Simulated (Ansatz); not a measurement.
# CH₈SeSi₂: a ladder of functionals and wavefunction methods, part 2 of 2

Ansatz 0.2.0, Gaussian basis; functionals in def2-TZVPP, the program's frozen cores in correlated methods. Earlier steps stand in the parts before.

### Step 17. ωB97M-V (range-separated)

File in.yaml:

```yaml
crystal:
  periodic: [false, false, false]
  atoms:
    - {symbol: Si, position_ang: [-1.118637, 1.409487, -0.608211]}
    - {symbol: Si, position_ang: [0.009539, 0.125774, 0.992649]}
    - {symbol: C, position_ang: [1.385898, -0.846743, 0.160530]}
    - {symbol: Se, position_ang: [0.662128, -1.899770, -1.321455]}
    - {symbol: H, position_ang: [-0.138984, 1.930135, -1.600782]}
    - {symbol: H, position_ang: [-1.779496, 2.570110, 0.051411]}
    - {symbol: H, position_ang: [-2.158002, 0.620428, -1.317282]}
    - {symbol: H, position_ang: [-0.926387, -0.841365, 1.633127]}
    - {symbol: H, position_ang: [0.572609, 0.992955, 2.069273]}
    - {symbol: H, position_ang: [1.936094, -1.495462, 0.842245]}
    - {symbol: H, position_ang: [2.096379, -0.162642, -0.308424]}
    - {symbol: H, position_ang: [-0.464241, -2.458205, -0.559084]}
basis:
  gaussian: {orbitals: def2-TZVPP}
hamiltonian: {xc: {name: wB97M-V}}
output: {forces: true, orbitals: {seedname: orbitals}}
```

Started as:

```console
$ ansatz run in.yaml --threads 4 --pin off --events-out ev --progress --plain --max-ram 10444MiB
```

The program printed, shortened:

```text
Functional definition: wB97M-V
  name "wB97M-V"
  cite "Mardirossian & Head-Gordon, J. Chem. Phys. 144, 214110 (2016) doi:10.1063/1.4952647"
  cite "Becke, J. Chem. Phys. 107, 8554 (1997) doi:10.1063/1.475007"
  cite "Vydrov & Van Voorhis, J. Chem. Phys. 133, 244103 (2010) doi:10.1063/1.3521275"
  # Of w^i u^j: cxij and so on, Table III.
[...]
  gx(w, u) = 1 - cx + cx01*u + cx10*w
[...]
Atom 8 at     0.572609     0.992955     2.069273 Å, force    -0.061709    -0.091666    -0.122568 eV/Å
Atom 9 at     1.936094    -1.495462     0.842245 Å, force    -0.046321     0.071378    -0.060320 eV/Å
Atom 10 at     2.096379    -0.162642    -0.308424 Å, force    -0.047830    -0.046343     0.050225 eV/Å
Atom 11 at    -0.464241    -2.458205    -0.559084 Å, force     0.079374     0.043474    -0.051929 eV/Å
Dipole moment:     0.116840    -0.001214     0.161246 e Å
```

It took 5 s on 4 threads of AMD EPYC 9R45, shared host; peak memory 1.2 GiB.

With the free atoms at this level, -82229.060 eV in sum, the atomisation energy is 3670.6 kJ/mol. HOMO -8.88 eV, LUMO 1.30 eV.

### Step 18. B2PLYP (double hybrid)

Changes to in.yaml since step 17:

```diff
@@ -17,3 +17,2 @@
   gaussian: {orbitals: def2-TZVPP}
-hamiltonian: {xc: {name: wB97M-V}}
-output: {forces: true, orbitals: {seedname: orbitals}}
+hamiltonian: {xc: {name: B2PLYP}}
```

Launched as before.

The program printed, shortened:

```text
Functional definition: B2PLYP
  name "B2PLYP"
  cite "Grimme, J. Chem. Phys. 124, 034108 (2006) doi:10.1063/1.2148954"
  cite "Becke, Phys. Rev. A 38, 3098 (1988) doi:10.1103/PhysRevA.38.3098"
  cite "Lee, Yang & Parr, Phys. Rev. B 37, 785 (1988) doi:10.1103/PhysRevB.37.785"
[...]
1598 factors; integrals over basis functions are off by at most 8.5e-4 eV
[...]
mean field -82248.56495713 eV, -3022.5790120948 hartree, gradient 5.5e-6 eV, S^2 0.000000; 0 other end points of the search recorded, 0 dependent functions left out
20 core orbitals not correlated: weight in the atoms' cores, before any rotation towards them, 1.000 or more for the frozen orbitals, at most 0.000 for the correlated occupied ones
reference -82248.56514992 eV, -3022.5790191796 hartree; 18, 18 occupied and 237, 237 virtual orbitals, 1598 factors
second order -23.56213401 eV of doubles, -0.00000000 eV of singles
Total energy: -82254.92692610 eV, -3022.8128101422 hartree
```

Run time: 2.6 s. Hardware: 4 threads of AMD EPYC 9R45, shared host; peak memory 0.82 GiB.

With the free atoms at this level, -82217.456 eV in sum, the atomisation energy is 3615.4 kJ/mol.

### Step 19. PBE-QIDH (double hybrid)

Changes to in.yaml since step 18:

```diff
@@ -17,2 +17,2 @@
   gaussian: {orbitals: def2-TZVPP}
-hamiltonian: {xc: {name: B2PLYP}}
+hamiltonian: {xc: {name: PBE-QIDH}}
```

Same command.

The program printed, shortened:

```text
Functional definition: PBE-QIDH
  name "PBE-QIDH"
  cite "Brémond, Sancho-García, Pérez-Jiménez & Adamo, J. Chem. Phys. 141, 031101 (2014) doi:10.1063/1.4890314"
  cite "Perdew, Burke & Ernzerhof, Phys. Rev. Lett. 77, 3865 (1996) doi:10.1103/PhysRevLett.77.3865"
[...]
1598 factors; integrals over basis functions are off by at most 8.5e-4 eV
[...]
mean field -82236.58259684 eV, -3022.1386684761 hartree, gradient 7.3e-6 eV, S^2 0.000000; 0 other end points of the search recorded, 0 dependent functions left out
20 core orbitals not correlated: weight in the atoms' cores, before any rotation towards them, 1.000 or more for the frozen orbitals, at most 0.000 for the correlated occupied ones
reference -82236.58261157 eV, -3022.1386690173 hartree; 18, 18 occupied and 237, 237 virtual orbitals, 1598 factors
second order -21.89965189 eV of doubles, -0.00000000 eV of singles
Total energy: -82243.88249553 eV, -3022.4069348049 hartree
```

Wall time 2.6 s (4 threads of AMD EPYC 9R45, shared host); peak memory 0.82 GiB.

With the free atoms at this level, -82206.197 eV in sum, the atomisation energy is 3636.1 kJ/mol.

### Step 20. Orbital energies across the functionals

Dipoles come from the runs that computed forces. Levels, from each run's orbital file:

```
  functional  HOMO (eV)  LUMO (eV)  gap (eV)  dipole (D)
 LDA (SPW92)      -5.69      -1.48      4.21            
      PBE-D4      -5.56      -1.29      4.27        0.94
   revPBE-D4      -5.51      -1.20      4.31            
     BLYP-D4      -5.40      -1.16      4.23            
   r2SCAN-D4      -5.80      -1.03      4.78        1.00
      B97M-V      -5.93      -1.17      4.77            
     PBE0-D4      -6.69      -0.44      6.26            
    B3LYP-D4      -6.47      -0.65      5.82        0.96
  r2SCANh-D4      -6.22      -0.72      5.50            
  r2SCAN0-D4      -6.86      -0.28      6.58            
    HSE06-D4      -6.30      -0.81      5.49            
    BHLYP-D4      -7.69       0.44      8.13            
CAM-B3LYP-D4      -7.98       0.58      8.57            
     LC-ωPBE      -9.35       1.74     11.08            
     ωB97X-V      -9.00       1.57     10.58            
     ωB97M-V      -8.88       1.30     10.18        0.96
```

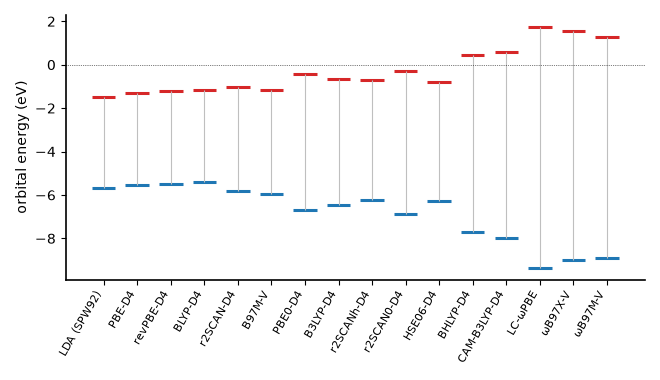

Highest occupied (blue) and lowest empty (red) level by functional.

### Step 21. CCSD(T) in def2-SVP

Changes to in.yaml since step 19:

```diff
@@ -16,3 +16,3 @@
 basis:
-  gaussian: {orbitals: def2-TZVPP}
-hamiltonian: {xc: {name: PBE-QIDH}}
+  gaussian: {orbitals: def2-SVP}
+correlation: {method: ccsd_t}
```

The command is unchanged.

The program printed, shortened:

```text
Functional definition: HF
  name "HF"
  cite "Fock, Z. Phys. 61, 126 (1930) doi:10.1007/BF01340294"
  parent pbe
[...]
1201 factors; integrals over basis functions are off by at most 1.2e-3 eV
[...]
mean field -82170.58061932 eV, -3019.7131405399 hartree, gradient 3.4e-6 eV, S^2 0.000000; 0 other end points of the search recorded, 0 dependent functions left out
20 core orbitals not correlated: weight in the atoms' cores, before any rotation towards them, 1.000 or more for the frozen orbitals, at most 0.000 for the correlated occupied ones
reference -82170.58061932 eV, -3019.7131405399 hartree; 18, 18 occupied and 84, 84 virtual orbitals, 1201 factors
second order -16.01244855 eV of doubles, -0.00000000 eV of singles
cycle   1  -17.04325774 eV  change    -1.0e0 eV  update   9.6e-2
[...]
cycle   8  -17.67632971 eV  change   -2.4e-5 eV  update   2.8e-5
perturbative correction -0.49888620 eV, -0.0183337296 hartree
Total energy: -82188.75583522 eV, -3020.3810674047 hartree
```

Wall time 2.5 s (4 threads of AMD EPYC 9R45, shared host); peak memory 0.64 GiB.

### Step 22. CCSD(T) in def2-TZVPP

Changes to in.yaml since step 21:

```diff
@@ -16,3 +16,4 @@
 basis:
-  gaussian: {orbitals: def2-SVP}
+  gaussian: {orbitals: def2-TZVPP}
 correlation: {method: ccsd_t}
+output: {orbitals: {seedname: orbitals}}
```

The command is unchanged.

The program printed, shortened:

```text
Functional definition: HF
  name "HF"
  cite "Fock, Z. Phys. 61, 126 (1930) doi:10.1007/BF01340294"
  parent pbe
[...]
1598 factors; integrals over basis functions are off by at most 8.5e-4 eV
[...]
mean field -82185.50395345 eV, -3020.2615629538 hartree, gradient 1.3e-6 eV, S^2 0.000000; 0 other end points of the search recorded, 0 dependent functions left out
20 core orbitals not correlated: weight in the atoms' cores, before any rotation towards them, 1.000 or more for the frozen orbitals, at most 0.000 for the correlated occupied ones
reference -82185.50395345 eV, -3020.2615629538 hartree; 18, 18 occupied and 237, 237 virtual orbitals, 1598 factors
second order -19.34844469 eV of doubles, -0.00000000 eV of singles
cycle   1  -20.28083983 eV  change   -9.3e-1 eV  update   1.0e-1
[...]
cycle   9  -20.97732011 eV  change   -5.9e-6 eV  update   1.5e-5
perturbative correction -0.79508023 eV, -0.0292186594 hartree
Total energy: -82207.27635379 eV, -3021.0616839084 hartree
```

Run time: 68 s. Hardware: 4 threads of AMD EPYC 9R45, shared host; peak memory 7 GiB.

### Step 23. MP2 in def2-QZVPP

Changes to in.yaml since step 22:

```diff
@@ -16,4 +16,3 @@
 basis:
-  gaussian: {orbitals: def2-TZVPP}
-correlation: {method: ccsd_t}
-output: {orbitals: {seedname: orbitals}}
+  gaussian: {orbitals: "def2-QZVPP.json"}
+correlation: {method: mp2}
```

Same command.

The program printed, shortened:

```text
Functional definition: HF
  name "HF"
  cite "Fock, Z. Phys. 61, 126 (1930) doi:10.1007/BF01340294"
  parent pbe
[...]
3132 factors; integrals over basis functions are off by at most 7.0e-4 eV
[...]
mean field -82187.33270758 eV, -3020.3287684285 hartree, gradient 3.0e-6 eV, S^2 0.000000; 0 other end points of the search recorded, 0 dependent functions left out
20 core orbitals not correlated: weight in the atoms' cores, before any rotation towards them, 1.000 or more for the frozen orbitals, at most 0.000 for the correlated occupied ones
reference -82187.33270758 eV, -3020.3287684285 hartree; 18, 18 occupied and 488, 488 virtual orbitals, 3132 factors
second order -28.40172137 eV of doubles, -0.00000000 eV of singles
Total energy: -82215.73442895 eV, -3021.3725124376 hartree
```

Wall time 11 s (4 threads of AMD EPYC 9R45, shared host); peak memory 3.8 GiB.

The pieces so far (eV):

| basis | HF | MP2 correlation | CCSD correlation | (T) | total |
| --- | --- | --- | --- | --- | --- |
| def2-SVP | -82170.5806 | -16.0124 | -17.6763 | -0.4989 | -82188.7558 |
| def2-TZVPP | -82185.5040 | -19.3484 | -20.9773 | -0.7951 | -82207.2764 |
| def2-QZVPP | -82187.3327 | -28.4017 |  |  | -82215.7344 (MP2) |

The report of the def2-TZVPP run gives T1 = 0.0107.

### Step 24. From triple and quadruple zeta to the limit

No new run: Hartree-Fock is extrapolated as exp(−7.88√X) and correlation as X^−2.97, with X = 3 and 4; only MP2 was run in the larger set, so CCSD(T) minus MP2 is added from the smaller one.

```
  level  energy at the limit (eV)
     HF               -82187.5846
    MP2               -82222.6924
   CCSD               -82224.3213
CCSD(T)               -82225.1164
```

This is no true limit for total energies: MP2 correlation changes by a factor of 1.47 from triple to quadruple zeta (about 1.07 in light molecules), because outer-core shells are correlated in sets not made for them. Much of that cancels between molecule and atoms or ions.

### Step 25. RPA on PBE orbitals

Changes to in.yaml since step 23:

```diff
@@ -16,3 +16,4 @@
 basis:
-  gaussian: {orbitals: "def2-QZVPP.json"}
-correlation: {method: mp2}
+  gaussian: {orbitals: def2-TZVPP}
+hamiltonian: {xc: pbe}
+correlation: {method: rpa}
```

The command is unchanged.

The program printed, shortened:

```text
Functional definition: PBE
  name "PBE"
  cite "Perdew, Burke & Ernzerhof, Phys. Rev. Lett. 77, 3865 (1996) doi:10.1103/PhysRevLett.77.3865"
  parent pbe
[...]
1598 factors; integrals over basis functions are off by at most 8.5e-4 eV
[...]
mean field -82253.21473995 eV, -3022.7498884617 hartree, gradient 3.4e-6 eV, S^2 0.000000; 0 other end points of the search recorded, 0 dependent functions left out
20 core orbitals not correlated: weight in the atoms' cores, before any rotation towards them, 1.000 or more for the frozen orbitals, at most 0.000 for the correlated occupied ones
reference -82183.77870693 eV, -3020.1981613137 hartree; 18, 18 occupied and 237, 237 virtual orbitals, 1598 factors
Total energy: -82217.64774691 eV, -3021.4428255755 hartree
```

It took 2.1 s on 4 threads of AMD EPYC 9R45, shared host; peak memory 0.72 GiB.

RPA correlation: -33.869 eV. No RPA run of the hydrogen atom was made, so RPA has no atomisation energy below.

### Step 26. Atomisation energies

Atomisation energy = energies of 2 Si, 1 C, 1 Se, 8 H (separate runs, same level) minus the molecule's; electronic only, no spin-orbit term.

Differences are taken before rounding.

| method | rung | atoms, summed (eV) | atomisation energy (kJ/mol) | from CCSD(T)/CBS (kJ/mol) | time |
| --- | --- | --- | --- | --- | --- |
| LDA (SPW92) | LDA | -82062.574 | 4106.3 | +419.4 | 0.65 s |
| PBE-D4 | GGA | -82215.491 | 3670.6 | -16.2 | 1.2 s |
| revPBE-D4 | GGA | -82227.394 | 3613.9 | -73.0 | 0.95 s |
| BLYP-D4 | GGA | -82235.816 | 3634.9 | -52.0 | 0.95 s |
| r2SCAN-D4 | meta-GGA | -82232.541 | 3677.4 | -9.5 | 1.9 s |
| B97M-V | meta-GGA | -82218.994 | 3689.5 | +2.6 | 3.6 s |
| PBE0-D4 | hybrid | -82219.684 | 3651.6 | -35.2 | 1.6 s |
| B3LYP-D4 | hybrid | -82237.885 | 3671.6 | -15.2 | 2.4 s |
| r2SCANh-D4 | hybrid | -82232.474 | 3665.6 | -21.3 | 2.2 s |
| r2SCAN0-D4 | hybrid | -82232.393 | 3649.5 | -37.4 | 2.2 s |
| HSE06-D4 | hybrid | -82219.293 | 3652.5 | -34.4 | 1.8 s |
| BHLYP-D4 | hybrid | -82234.860 | 3620.1 | -66.7 | 1.6 s |
| CAM-B3LYP-D4 | range-separated | -82238.162 | 3675.7 | -11.2 | 1.9 s |
| LC-ωPBE | range-separated | -82221.140 | 3617.5 | -69.3 | 1.3 s |
| ωB97X-V | range-separated | -82226.001 | 3702.5 | +15.7 | 3.5 s |
| ωB97M-V | range-separated | -82229.060 | 3670.6 | -16.3 | 5 s |
| B2PLYP | double hybrid | -82217.456 | 3615.4 | -71.5 | 2.6 s |
| PBE-QIDH | double hybrid | -82206.197 | 3636.1 | -50.8 | 2.6 s |
| HF/def2-TZVPP | wavefunction | -82157.157 | 2735.1 | -951.8 |  |
| MP2/def2-TZVPP | wavefunction | -82167.813 | 3573.8 | -113.1 |  |
| CCSD/def2-TZVPP | wavefunction | -82169.670 | 3551.8 | -135.1 |  |
| CCSD(T)/def2-SVP | wavefunction | -82153.078 | 3442.4 | -244.5 | 2.5 s |
| CCSD(T)/def2-TZVPP | wavefunction | -82170.034 | 3593.3 | -93.5 | 68 s |
| MP2/CBS | wavefunction | -82184.684 | 3667.3 | -19.6 |  |
| CCSD(T)/CBS | wavefunction | -82186.905 | 3686.9 | 0 | 79 s |

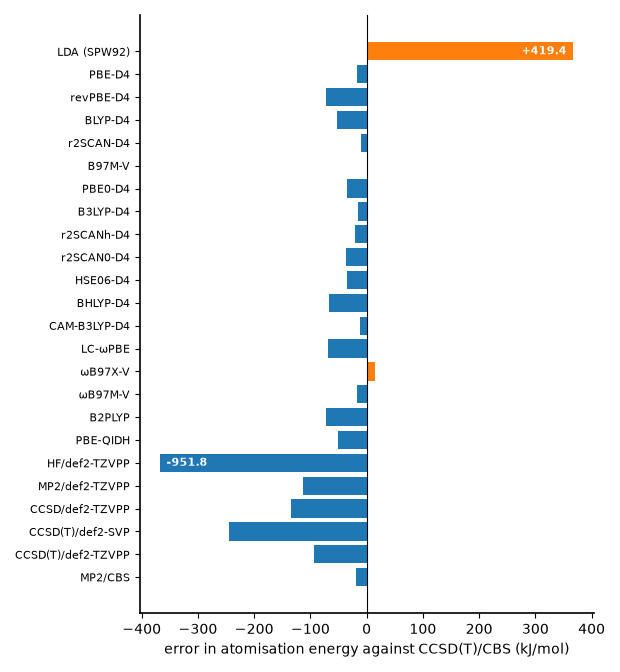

How far each level lands from CCSD(T)/CBS. Bars with a number in them are cut short.

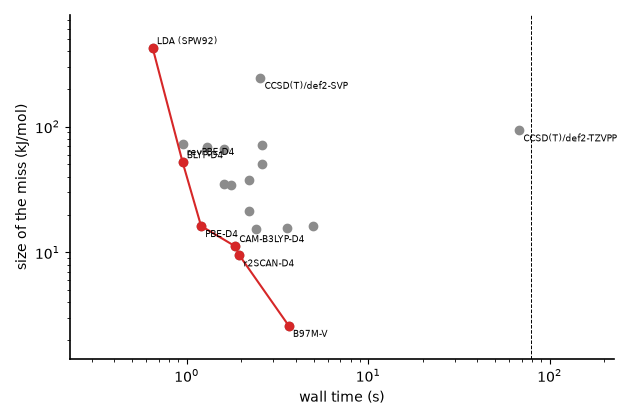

Accuracy for the time spent; red marks the levels that beat every quicker one drawn (of those quicker than the yardstick), and the dashed line is the time of CCSD(T)/CBS. Only those levels and the largest misses are named. Times are from a shared host.

LDA (SPW92), LC-ωPBE, B2PLYP, PBE-QIDH carry no dispersion term (for B3LYP, D4 adds 50.2 kJ/mol).

Times are those of the molecule's run; HF, MP2 and CCSD come out of the CCSD(T) runs, and the limit's time is the sum of the runs that it needs.

### Step 27. What came out

This closing draws on all 2 parts.

| quantity | value |
| --- | --- |
| atomisation energy, CCSD(T)/CBS | 3686.9 kJ/mol |
| functionals within 36.9 kJ/mol (1.0 %) | PBE-D4, r2SCAN-D4, B97M-V, PBE0-D4, B3LYP-D4, r2SCANh-D4, HSE06-D4, CAM-B3LYP-D4, ωB97X-V, ωB97M-V |
| farthest beyond LDA | revPBE-D4 (-73.0 kJ/mol) |
| mean size of error, GGA | 47.1 kJ/mol |
| mean size of error, meta-GGA | 6.1 kJ/mol |
| mean size of error, hybrid | 35.1 kJ/mol |
| mean size of error, range-separated | 28.1 kJ/mol |
| mean size of error, double hybrid | 61.1 kJ/mol |
| gap, smallest and largest | 4.21 eV (LDA (SPW92)), 11.08 eV (LC-ωPBE) |
| T1 diagnostic | 0.0107 |
| triples share of the correlation energy | 3.7 % |

What this shows: LDA overbinds by 419.4 kJ/mol (11 %). PBE-D4 misses by -16.2 kJ/mol. Double hybrids carry the basis error of their MP2 part in triple zeta, and no dispersion term here, so their miss is partly the set-up's. The rungs meta-GGA, range-separated, hybrid miss on average by less than the doubt on the reference (36.9 kJ/mol), so they tie. Misses under about 36.9 kJ/mol are within the doubt on the reference itself, which lacks core-valence correlation, relativity and higher excitations, and its outer-core shells are covered unevenly. All levels share the lack of spin-orbit coupling, which lowers the free heavy atoms and so the true binding. Hartree-Fock recovers 74 % of the binding; the rest is correlation. CCSD(T) in def2-SVP is off by -244.5 kJ/mol, which most functionals beat. The gap grows from 4.2 to 11.1 eV across the functionals, mostly with the share of exact exchange. Correlated methods include outer-core shells of Se, which these sets cover unevenly.

For cost: B97M-V gets within 2.6 kJ/mol in 3.6 s, where CCSD(T)/CBS took 79 s; the quickest level in the cost chart, LDA (SPW92), takes 0.65 s and misses by 419.4 kJ/mol.
